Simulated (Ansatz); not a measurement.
## Ta5Si3, pressure series

Consider Ta$_{5}$Si$_{3}$ (space group I4/mcm, No. 140).

```
Ta5Si3
1.0
   -3.25176     3.25176     5.90702
    3.25176    -3.25176     5.90702
    3.25176     3.25176    -5.90702
Ta Si
10 6
Direct
  0.01442   0.18504   0.50000
  0.98558   0.81496   0.50000
  0.18504   0.68504   0.17062
  0.81496   0.31496   0.82938
  0.68504   0.51442   0.50000
  0.31496   0.48558   0.50000
  0.51442   0.01442   0.82938
  0.48558   0.98558   0.17062
  0.50000   0.50000   0.00000
  0.00000   0.00000   0.00000
  0.13020   0.63020   0.76040
  0.86980   0.36980   0.23960
  0.63020   0.86980   0.50000
  0.36980   0.13020   0.50000
  0.75000   0.75000   0.00000
  0.25000   0.25000   0.00000
```

Cell and atoms are relaxed at each pressure.

Computed with plane-wave PAW DFT at the PBEsol level (Ansatz, a first-principles code, 420 eV), no spin-orbit coupling.

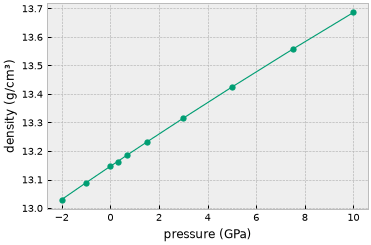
Fig. 1. Density against pressure

### Question
From the plot, what is the density for pressure −2 GPa?

### Answer
About 13.03 g/cm³.

### Question
Is the trend monotonic over the range shown?

### Answer
Yes, it rises throughout, spanning 13.03 g/cm³ to 13.69 g/cm³.

Load acts through the strain it causes; cell and atoms are relaxed under it. Stability against distortions was not tested. No other phases were tried under pressure. All final runs are without spin polarisation.
